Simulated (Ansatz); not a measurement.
Process, species as SMILES: OO (H2O2) → [O]O (O-OH) + H atom
B3LYP-D3(BJ)/def2-TZVP geometries, fixed; electronic energies without zero-point terms.
Largest species:
```xyz
4

O      0.0155     0.7238    -0.0702
O     -0.0112    -0.7261    -0.0419
H      0.8057     0.8967     0.4614
H     -0.8394    -0.8786     0.4355
```
Charge 0, spin multiplicity 1.

Basis-set convergence of the bond dissociation energy at HF with Ansatz (a program for electronic structure). Cartesian d functions, on some or all atoms, in 6-31+G*; all else is spherical. Open shells are unrestricted. No added dispersion term, no relativity. Functions are those of the species that has most. Reference: the value in aug-pcseg-3, 62.63 kcal/mol, itself unsure by roughly 0.10 kcal/mol (its mean distance from aug-cc-pVQZ, def2-QZVPPD, pcseg-3). Deviations are taken from unrounded values.

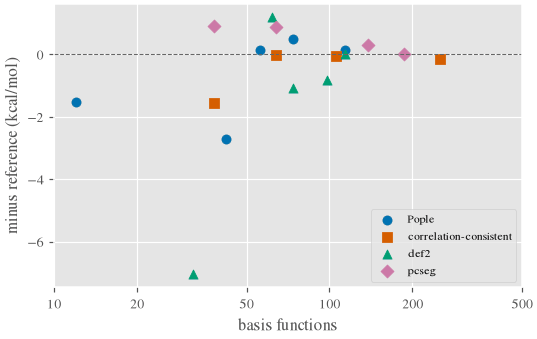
Fig. 1. Deviation from the reference against the number of basis functions, by family of sets.

| basis | functions | bond dissociation energy (kcal/mol) | minus reference (kcal/mol) |
|---|---|---|---|
| STO-3G | 12 | 61.10 | -1.53 |
| def2-SV(P) | 32 | 55.58 | -7.05 |
| cc-pVDZ | 38 | 61.08 | -1.55 |
| pcseg-1 | 38 | 63.55 | 0.92 |
| 6-31+G* | 42 | 59.92 | -2.70 |
| 6-311+G** | 56 | 62.75 | 0.13 |
| def2-SVPD | 62 | 63.84 | 1.21 |
| aug-cc-pVDZ | 64 | 62.62 | -0.01 |
| aug-pcseg-1 | 64 | 63.50 | 0.87 |
| 6-311++G(2d,2p) | 74 | 63.13 | 0.51 |
| def2-TZVP | 74 | 61.54 | -1.08 |
| def2-TZVPD | 98 | 61.81 | -0.82 |
| jun-cc-pV(T+d)Z | 106 | 62.57 | -0.06 |
| 6-311++G(3df,3pd) | 114 | 62.78 | 0.15 |
| def2-TZVPPD | 114 | 62.63 | 0.01 |
| aug-pcseg-2 | 138 | 62.91 | 0.29 |
| pcseg-3 | 186 | 62.65 | 0.02 |
| aug-cc-pVQZ | 252 | 62.49 | -0.14 |
